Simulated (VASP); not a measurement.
# A VASP study of Si2W (PBE + D3(BJ)): structure first, properties next, part 2 of 5

Wanted: the relaxed cell of Si2W and its properties. The start is a cell from a database of measured crystal structures.

VASP 6.6.1, plane waves and PAW; the level of theory is named at each step.

So far. Step 2 (Full relaxation (PBE + D3(BJ))): It ends with a largest force of 0.002 eV/Å and a pressure of -0.10 GPa. The volume lies -1.9 % from that of the database's start, which holds the thermal and zero-point expansion of its experiment. Step 3 (Second relaxation): It ends with forces under 0.001 eV/Å and a pressure of 0.01 GPa. The volume moved by only 0.05 %, so the cell is settled.

**4. Density, ELF and potential (PBE + D3(BJ))**

Level of this step: PBE with D3(BJ); plane waves and PAW (Si, W) (VASP).

A single point on the relaxed cell gives a clean self-consistent state, with density, ELF and potential written out.

Input file INCAR:

```
SYSTEM = Si2W
PREC = Accurate
ENCUT = 400
EDIFF = 1E-06
NELM = 100
ISMEAR = 0
SIGMA = 0.05
LREAL = .FALSE.
ALGO = Normal
GGA = PE
IVDW = 12
NBANDS = 13
LASPH = .TRUE.
LORBIT = 11
LWAVE = .FALSE.
LCHARG = .TRUE.
ISIF = 2
LELF = .TRUE.
LVHAR = .TRUE.
```

Input file POSCAR:

```
Si2W
1.0
   -1.5957015018      1.5957015018      3.8947253072
    1.5957015018     -1.5957015018      3.8947253072
    1.5957015018      1.5957015018     -3.8947253072
Si W
2 1
Direct
    0.3343069257      0.3343069257      0.0000000000
    0.6656930743      0.6656930743      0.0000000000
    0.0000000000      0.0000000000      0.0000000000
```

Input file KPOINTS:

```
Automatic mesh
0
Gamma
10 10 10
0 0 0
```

The projector-augmented-wave data sets are Si and W (PBE family, release 64).

On the command line:

```console
$ mpirun -np 2 vasp_std
```

Log:

```text
[banner, memory and clock lines left out]
running    2 mpi-ranks, on    1 nodes
 distrk:  each k-point on    2 cores,    1 groups
 distr:  one band on    1 cores,    2 groups

 POSCAR found type information on POSCAR SiW
 POSCAR found :  2 types and       3 ions
 LDA part: xc-table for (Slater+PW92), standard interpolation
|                                                                             |
|           W    W    AA    RRRRR   N    N  II  N    N   GGGG   !!!           |
|           W    W   A  A   R    R  NN   N  II  NN   N  G    G  !!!           |
|           W    W  A    A  R    R  N N  N  II  N N  N  G       !!!           |
|           W WW W  AAAAAA  RRRRR   N  N N  II  N  N N  G  GGG   !            |
|           WW  WW  A    A  R   R   N   NN  II  N   NN  G    G                |
|           W    W  A    A  R    R  N    N  II  N    N   GGGG   !!!           |
|                                                                             |
|     The number of bands has been changed from the values supplied in        |
|     The orbitals not found in the WAVECAR file will be initialized with     |
|     random numbers, which is usually adequate. For correlated               |
|     calculations, however, you should redo the groundstate calculation.     |
|     I found NBANDS = 13. Now, NBANDS = 14.                                  |
|                                                                             |

 POSCAR, INCAR and KPOINTS ok, starting setup
 FFT: planning ... GRIDC
 FFT: planning ... GRID_SOFT
 FFT: planning ... GRID
 WAVECAR not read
 entering main loop
       N       E                     dE             d eps       ncg     rms          rms(c)
DAV:   1     0.173488589692E+02    0.17349E+02   -0.50727E+03  2976   0.697E+02
DAV:   2    -0.241484814826E+02   -0.41497E+02   -0.37791E+02  3632   0.156E+02
DAV:   3    -0.257239854739E+02   -0.15755E+01   -0.15552E+01  3866   0.254E+01
DAV:   4    -0.257388795950E+02   -0.14894E-01   -0.14872E-01  3240   0.305E+00
DAV:   5    -0.257390897213E+02   -0.21013E-03   -0.21010E-03  3844   0.307E-01    0.268E+01
DAV:   6    -0.249926387168E+02    0.74645E+00   -0.18752E+00  4024   0.863E+00    0.111E+01
DAV:   7    -0.248836754640E+02    0.10896E+00   -0.19455E-01  3252   0.286E+00    0.568E+00
DAV:   8    -0.248605789710E+02    0.23096E-01   -0.35712E-02  3660   0.132E+00    0.548E-01
DAV:   9    -0.248602745672E+02    0.30440E-03   -0.17733E-03  3196   0.278E-01    0.294E-01
DAV:  10    -0.248602697242E+02    0.48430E-05   -0.30025E-04  3666   0.104E-01    0.666E-02
DAV:  11    -0.248602523622E+02    0.17362E-04   -0.45371E-05  3468   0.459E-02    0.253E-02
DAV:  12    -0.248602525349E+02   -0.17279E-06   -0.15127E-06  2500   0.904E-03
   1 F= -.26611475E+02 E0= -.26611096E+02  d E =-.758090E-03
```

Elapsed: 22 s, on 2 MPI ranks of Intel Xeon Platinum 8488C (Sapphire Rapids), shared host; peak memory 0.33 GiB.

Parts of OUTCAR (step 4):

```text
  LATTYP: Found a body centered tetragonal cell.
 ALAT       =     3.1914030036
 C/A-ratio  =     2.4407605701

The static configuration has the point symmetry D_4h.

 Found    102 irreducible k-points:

   k-points           NKPTS =    102   k-points in BZ     NKDIM =    102   number of bands    NBANDS=     14

   NELECT =      14.0000    total number of electrons

 E-fermi :  10.7961

 k-point     1 :       0.0000    0.0000    0.0000
  band No.  band energies     occupation
    ...
      2       3.8237      2.00000
      3       7.0436      2.00000
      4       7.3848      2.00000
      5       7.8948      2.00000
      6       7.8948      2.00000
      7      11.4300      0.00000
      8      13.6733      0.00000
      9      13.6882      0.00000
     10      13.9916      0.00000
     11      13.9916      0.00000
    ...

 k-point     2 :       0.1000    0.0000    0.0000
  band No.  band energies     occupation
    ...
      3       6.4773      2.00000
      4       7.3824      2.00000
      5       8.0242      2.00000
      6       8.1072      2.00000
      7      10.7513      1.79527
      8      13.1169      0.00000
      9      13.4607      0.00000
     10      14.2544      0.00000
     11      14.7565      0.00000
     12      15.7092      0.00000
    ...

 Edisp (eV)   -1.75122

  Total      -0.00228    -0.00228     0.00421     0.00000     0.00000     0.00000
  in kB      -0.09198    -0.09198     0.16989     0.00000     0.00000     0.00000
  external pressure =       -0.00 kB  Pullay stress =        0.00 kB

 POSITION                                       TOTAL-FORCE (eV/Angst)
 -----------------------------------------------------------------------------------
      0.00000      0.00000      2.60407         0.000000      0.000000      0.000080
      0.00000      0.00000      5.18538        -0.000000     -0.000000     -0.000080
      0.00000      0.00000      0.00000        -0.000000     -0.000000      0.000000
 -----------------------------------------------------------------------------------
    total drift:                                0.000000      0.000000      0.000000

  FREE ENERGIE OF THE ION-ELECTRON SYSTEM (eV)
  ---------------------------------------------------
  free  energy   TOTEN  =       -26.6114746489 eV

  energy  without entropy=      -26.6107165593  energy(sigma->0) =      -26.61109560

[... 5 parts as in an earlier step ...]

[... 7 further parts left out ...]
```

Numbers from this step:

| Quantity | Value |
| --- | --- |
| SCF cycles | 12 |
| bands | 14 |
| pressure | -4.69e-4 GPa |

Valence electrons inside each PAW sphere by angular momentum. Sphere charges, by row:

```csv
atom,s (e),p (e),d (e),tot (e)
Si1,0.736,0.904,0,1.64
Si2,0.736,0.904,0,1.64
W3,0.571,0.696,4.536,5.803
```

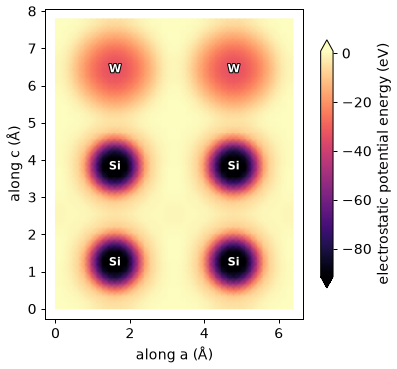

Electrostatic potential energy in the ac plane of the conventional cell at fractional y = 0.000, with atoms of Si and W within 0.2 Å of it. With pseudopotentials it is smooth inside the atoms' cores, unlike the true potential. The map starts off the cell's origin, so that atoms lie inside it.

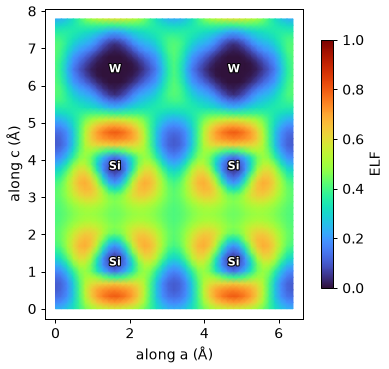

ELF in the ac plane of the conventional cell at fractional y = 0.000, with atoms of Si and W within 0.2 Å of it. It is the smooth field of the valence electrons, not physical close to the nuclei. The map starts off the cell's origin, so that atoms lie inside it.

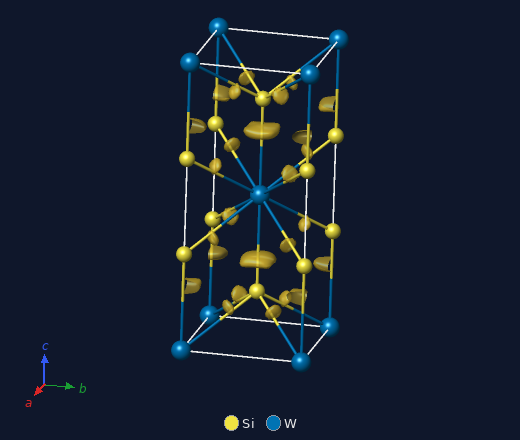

Surface of ELF = 0.72.

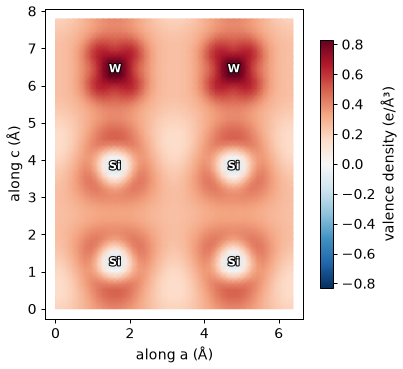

Valence density in the ac plane of the conventional cell at fractional y = 0.000, with atoms of Si and W within 0.2 Å of it. It is the smooth field of the valence electrons, not physical close to the nuclei. The map starts off the cell's origin, so that atoms lie inside it.

In this run the pressure is 0.00 GPa, small enough to go on.

**5. Band structure (PBE + D3(BJ))**

The mesh alone shows little of the dispersion and can miss band extrema, so KPOINTS_OPT adds a path through the symmetry points after the self-consistent cycle.

Input file INCAR:

```
SYSTEM = Si2W
PREC = Accurate
ENCUT = 400
EDIFF = 1E-06
NELM = 100
ISMEAR = 0
SIGMA = 0.05
LREAL = .FALSE.
ALGO = Normal
GGA = PE
IVDW = 12
NBANDS = 20
LASPH = .TRUE.
LORBIT = 11
LWAVE = .FALSE.
LCHARG = .FALSE.
KPAR = 2
```

POSCAR is that of step 4.

KPOINTS is that of step 4.

Input file KPOINTS_OPT:

```
Line mode
16
Line-mode
Reciprocal
  0.00000000   0.00000000   0.00000000 GAMMA
  0.00000000   0.00000000   0.50000000 X

  0.00000000   0.00000000   0.50000000 X
 -0.08393047   0.08393047   0.50000000 Y

 -0.08393047   0.08393047   0.50000000 Y
 -0.29196523   0.29196523   0.29196523 S

 -0.29196523   0.29196523   0.29196523 S
  0.00000000   0.00000000   0.00000000 GAMMA

  0.00000000   0.00000000   0.00000000 GAMMA
  0.50000000   0.50000000  -0.50000000 Z

  0.50000000   0.50000000  -0.50000000 Z
  0.29196523   0.70803477  -0.29196523 S1

  0.29196523   0.70803477  -0.29196523 S1
  0.00000000   0.50000000   0.00000000 N

  0.00000000   0.50000000   0.00000000 N
  0.25000000   0.25000000   0.25000000 P

  0.25000000   0.25000000   0.25000000 P
  0.50000000   0.50000000  -0.08393047 Y1

  0.50000000   0.50000000  -0.08393047 Y1
  0.50000000   0.50000000  -0.50000000 Z

  0.00000000   0.00000000   0.50000000 X
  0.25000000   0.25000000   0.25000000 P
```

On the command line:

```console
$ mpirun -np 2 vasp_std
```

Log:

```text
[... set-up lines as in an earlier step ...]
 entering main loop
       N       E                     dE             d eps       ncg     rms          rms(c)
DAV:   1     0.173973000312E+02    0.17397E+02   -0.47573E+03  4104   0.489E+02
DAV:   2    -0.243036150058E+02   -0.41701E+02   -0.38451E+02  5028   0.124E+02
DAV:   3    -0.257313857953E+02   -0.14278E+01   -0.14066E+01  5108   0.179E+01
DAV:   4    -0.257390362982E+02   -0.76505E-02   -0.76461E-02  4880   0.170E+00
DAV:   5    -0.257390937481E+02   -0.57450E-04   -0.57448E-04  5076   0.138E-01    0.268E+01
DAV:   6    -0.249917331822E+02    0.74736E+00   -0.10159E+00  5812   0.604E+00    0.110E+01
DAV:   7    -0.248829873992E+02    0.10875E+00   -0.16830E-01  4496   0.212E+00    0.578E+00
DAV:   8    -0.248606276973E+02    0.22360E-01   -0.31888E-02  4812   0.973E-01    0.643E-01
DAV:   9    -0.248602782027E+02    0.34949E-03   -0.14912E-03  4564   0.213E-01    0.370E-01
DAV:  10    -0.248602827675E+02   -0.45648E-05   -0.21630E-04  4924   0.687E-02    0.992E-02
DAV:  11    -0.248602525693E+02    0.30198E-04   -0.44027E-05  4616   0.337E-02    0.284E-02
DAV:  12    -0.248602525969E+02   -0.27574E-07   -0.17564E-06  4636   0.726E-03
   1 F= -.26611475E+02 E0= -.26611096E+02  d E =-.758157E-03
 Start KPOINTS_OPT (optional k-point list driver)
k-point batch [1-102\176]
       N       E                     dE             ncg
DAV:   1     0.126523310639E+05   -0.22181E+05     4080
DAV:   2     0.825072314923E+04   -0.44016E+04     5088
DAV:   3     0.809019756777E+04   -0.16053E+03     5164
DAV:   4     0.808934766524E+04   -0.84990E+00     5056
DAV:   5     0.808934141187E+04   -0.62534E-02     5120
DAV:   6     0.808934134493E+04   -0.66939E-04     5152
DAV:   7     0.808934134414E+04   -0.78881E-06     4404
k-point batch [103-176\176]
       N       E                     dE             ncg
DAV:   1     0.184113239537E+05   -0.27615E+05     2976
DAV:   2     0.153998069403E+05   -0.30115E+04     3700
DAV:   3     0.153028376556E+05   -0.96969E+02     3708
DAV:   4     0.153023603234E+05   -0.47733E+00     3652
DAV:   5     0.153023569035E+05   -0.34199E-02     3692
DAV:   6     0.153023568697E+05   -0.33773E-04     3712
DAV:   7     0.153023568694E+05   -0.34785E-06     3096
```

Wall time 54 s (2 MPI ranks); peak memory 0.46 GiB; 1.7 min of CPU time.

From OUTCAR (step 5):

```text
   k-points           NKPTS =    102   k-points in BZ     NKDIM =    102   number of bands    NBANDS=     20

   NELECT =      14.0000    total number of electrons

 E-fermi :  10.7962

 k-point     1 :       0.0000    0.0000    0.0000
  band No.  band energies     occupation
    ...
      2       3.8238      2.00000
      3       7.0436      2.00000
      4       7.3849      2.00000
      5       7.8948      2.00000
      6       7.8948      2.00000
      7      11.4301      0.00000
      8      13.6733      0.00000
      9      13.6882      0.00000
     10      13.9916      0.00000
     11      13.9916      0.00000
    ...

 Edisp (eV)   -1.75122

  Total      -0.00247    -0.00247     0.00394     0.00000     0.00000     0.00000
  in kB      -0.09962    -0.09962     0.15903     0.00000     0.00000     0.00000
  external pressure =       -0.01 kB  Pullay stress =        0.00 kB

 POSITION                                       TOTAL-FORCE (eV/Angst)
 -----------------------------------------------------------------------------------
      0.00000      0.00000      2.60407         0.000000      0.000000      0.000016
      0.00000      0.00000      5.18538        -0.000000     -0.000000     -0.000016
      0.00000      0.00000      0.00000        -0.000000     -0.000000     -0.000000
 -----------------------------------------------------------------------------------
    total drift:                                0.000000      0.000000      0.000000

  FREE ENERGIE OF THE ION-ELECTRON SYSTEM (eV)
  ---------------------------------------------------
  free  energy   TOTEN  =       -26.6114747108 eV

  energy  without entropy=      -26.6107165535  energy(sigma->0) =      -26.61109563

[... 8 parts as in an earlier step ...]

[... 8 further parts left out ...]
```

Spin-orbit coupling is off here; with elements this heavy it splits and shifts levels by tenths of an eV or more.

This step gave:

```yaml
bands: 20
pressure: -0.001340 GPa
```

Electronic bands along the path, in eV, zero at the Fermi level; # counts the bands kept, so #1 is VASP's band 2:

```csv
point,#3,#4,#5,#6,#7,#8,#9,#10
Γ,-3.41,-2.90,-2.90,0.63,2.88,2.89,3.20,3.20
X,-5.51,-5.10,-3.34,-1.77,2.88,3.06,3.22,3.93
Y,-5.21,-4.12,-3.20,-2.34,2.02,2.18,3.12,5.21
S,-3.12,-2.74,-2.54,-0.35,1.80,2.59,3.58,4.51
Γ,-3.41,-2.90,-2.90,0.63,2.88,2.89,3.20,3.20
Z,-2.65,-0.83,-0.83,-0.52,-0.52,0.82,4.62,5.11
S1,-3.12,-2.74,-2.54,-0.35,1.80,2.59,3.58,4.51
N,-4.94,-2.84,-2.84,-0.46,2.79,2.85,4.04,4.55
P,-6.72,-3.07,-2.48,-2.48,0.14,3.06,3.76,4.14
Y1,-5.21,-4.12,-3.20,-2.34,2.02,2.18,3.12,5.21
Z,-2.65,-0.83,-0.83,-0.52,-0.52,0.82,4.62,5.11
jump to X,-5.51,-5.10,-3.34,-1.77,2.88,3.06,3.22,3.93
P,-6.72,-3.07,-2.48,-2.48,0.14,3.06,3.76,4.14
```

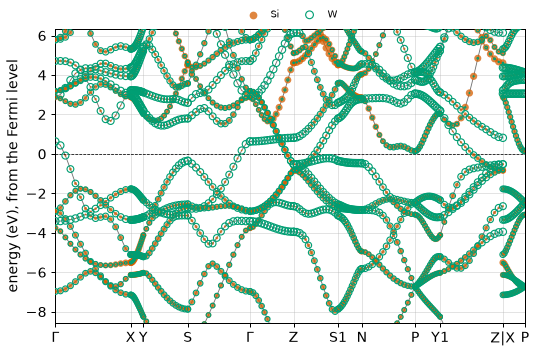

Electronic bands along the path; dots are coloured as in the legend, and their area grows with the weight.

There is no gap at this level.

(Continued in part 3 of 5.)

[Lines on the potential files, build, host, timing and source positions are cut from VASP's logs without a mark.]

[Logs are printed without paths, hosts, clocks, repeated set-up lines and the standing remarks that a program may print on its own settings, such as how far it seeks lower states.]

[Hosts, paths, dates, database ids (printed as entryN), source tags and the programs' standing remarks are cut or masked in the printed files.]

[Measured values are set beside computed ones only where the two were judged alike; some that the calculation misses by far are left out.]
